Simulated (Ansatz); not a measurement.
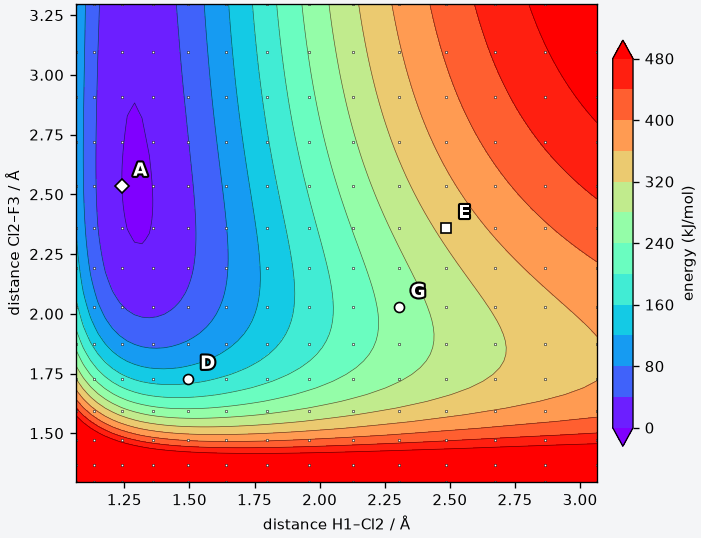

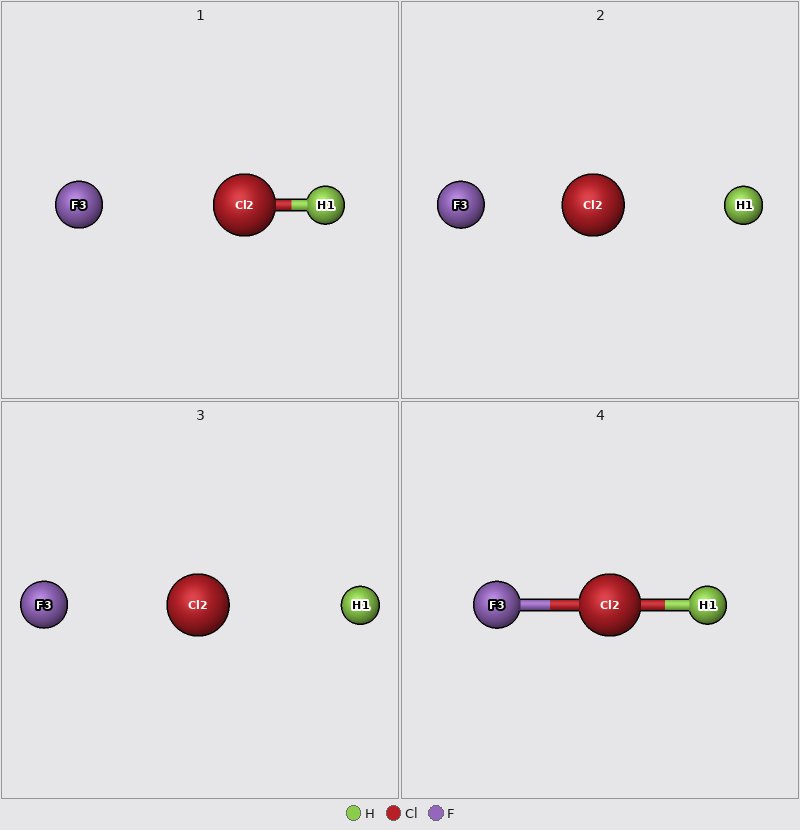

The system H⁻ + ClF. First axis: distance H1–Cl2. Second axis: distance Cl2–F3. Nothing is relaxed (the angle H1–Cl2–F3 is fixed at 180 degrees). The scan uses a 14 × 14 grid. Energies: kJ/mol, counted from the lowest grid point. The reference is spin-restricted, so regions where a bond is pulled apart into radicals lie too high. These are results of Ansatz 0.2.0, RKS CAM-B3LYP-D4/aug-cc-pVTZ, not measurements.

Drawn: filled contours, dots at the grid points, one colour for all values above the top of the scale, lettered points. Between grid points the surface is interpolated. The numbered pictures are the structures at these points, in random order.

> Which structure belongs to which point?

A is structure 1: distance H1–Cl2 = 1.239 Å, distance Cl2–F3 = 2.536 Å, 0 kJ/mol; D is structure 4: distance H1–Cl2 = 1.496 Å, distance Cl2–F3 = 1.728 Å, 148 kJ/mol; E is structure 3: distance H1–Cl2 = 2.486 Å, distance Cl2–F3 = 2.360 Å, 330 kJ/mol; G is structure 2: distance H1–Cl2 = 2.304 Å, distance Cl2–F3 = 2.028 Å, 258 kJ/mol.
